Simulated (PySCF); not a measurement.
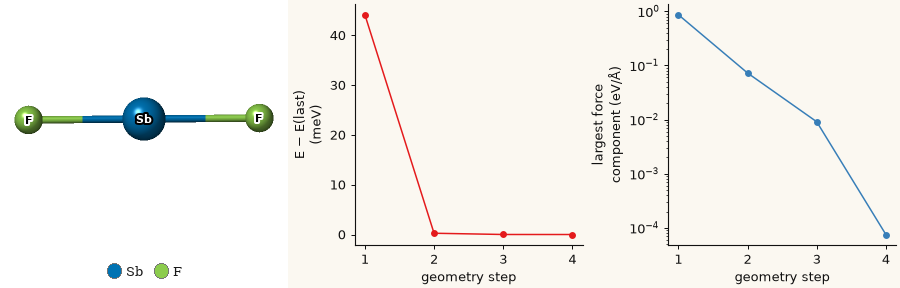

Beside the plot: the molecule at the start.

History of a geometry optimisation. SbF2 molecule, multiplicity 2; PySCF 2.14.0, UKS-based PBE0, Sb def2-TZVP with ECP28, F def2-TZVP; non-relativistic Hamiltonian with scalar-relativistic core potentials; density fitting. The start has point group D∞h, which is kept. A held symmetry can leave a saddle point.

The optimisation met its thresholds at geometry 4, counting the start as the first. The energy fell by about 44 meV from the first step to the last. The largest force component goes from about 0.86 eV/Å at the start to 8 × 10⁻⁵ eV/Å at the end.
